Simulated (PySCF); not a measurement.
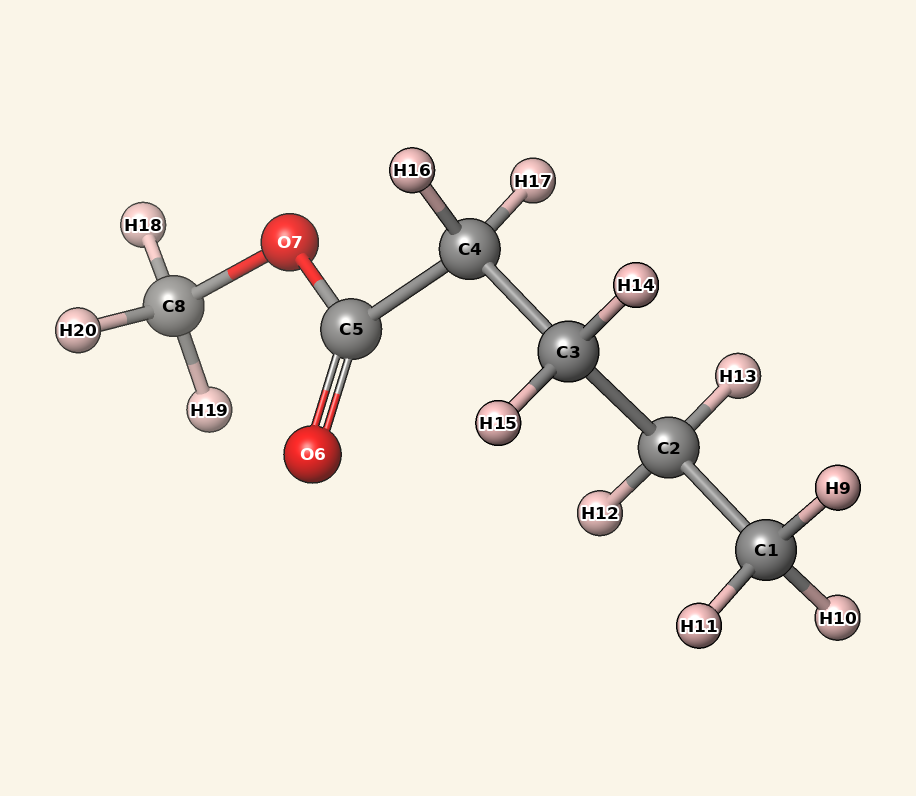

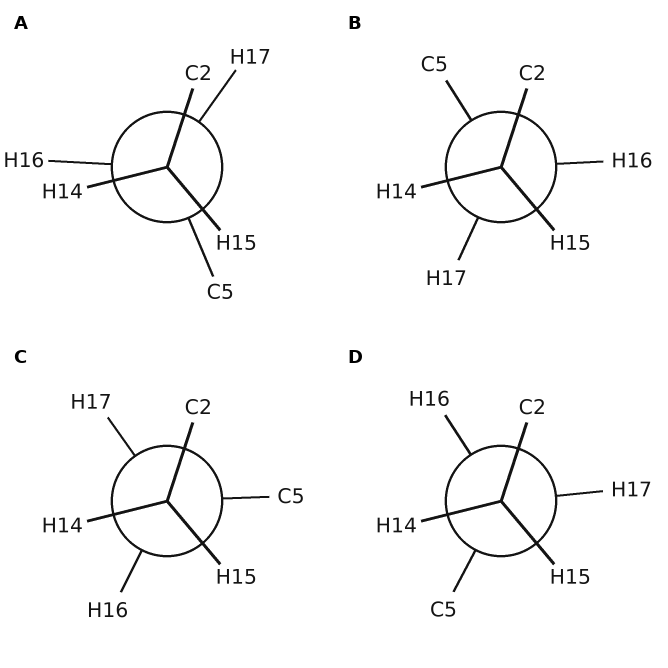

Distant atoms are faded towards the background colour. Bonds that would overlap in a projection are set slightly apart. Computed geometry: PBE0-D3(BJ)/def2-SVP optimisation. No frequency run is at hand to confirm it as a minimum.

Which Newman projection shows the view along C3–C4, with C3 in front?

C. The torsion angle C2–C3–C4–C5 is 69°, synclinal (gauche).
